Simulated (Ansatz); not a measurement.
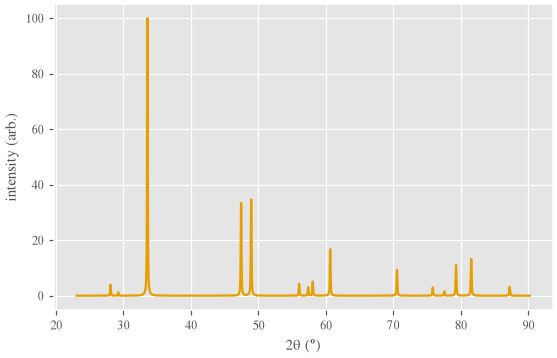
Fig. 1. Simulated powder pattern, Co Kα, λ = 1.79026 Å

The pattern belongs to a structure relaxed with the program Ansatz at the PBEsol level (PAW).

Q: Which of these materials gives this?
A) Sb, A7 (α-As type)
B) Mo, bcc (W type)
C) Si, diamond
D) Bi, A7 (α-As type)

A: A, Sb, A7 (α-As type)

Space group R-3m (A7 (α-As type)). The cell was relaxed with PBEsol under the symmetry of its start. Scalar-relativistic: spin–orbit coupling is off unless named, which matters more the heavier the elements.

Potentials: the later of the program's two PAW sets.
